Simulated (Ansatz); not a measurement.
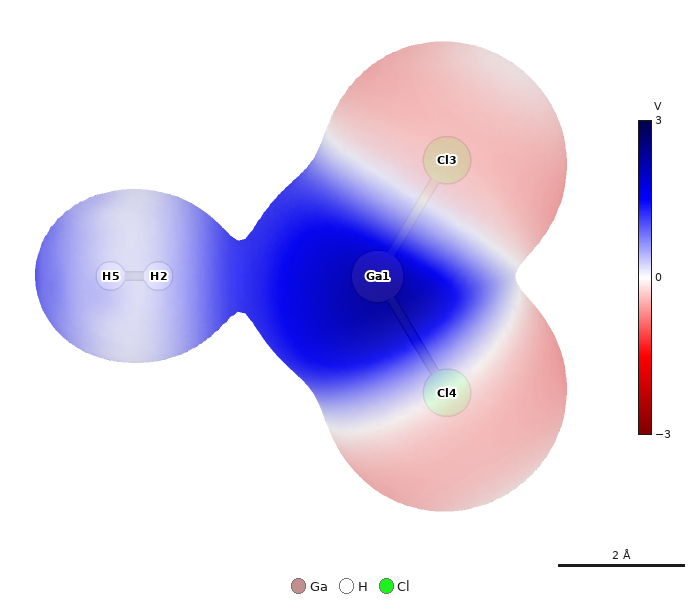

Cl₂Ga···H₂ (doublet). The electrostatic potential painted on the density surface at 0.002 e/bohr³, seen at a tilt; the colour scale runs from red (negative) to blue (positive).

Method: UKS B3LYP/def2-SVP (Ansatz).

```
atom    x (Å)   y (Å)    z (Å)
  Ga   0.0000  0.0000  -0.6312
   H   0.0000  0.0000   2.8487
  Cl   1.8955  0.0000  -1.7336
  Cl  -1.8955  0.0000  -1.7336
   H   0.0000  0.0000   3.6097
```

**Where is the surface potential most negative and most positive?**

The most negative region (about −0.5 V) lies over Cl3 and Cl4, the most positive (about +2.3 V) over Ga1.
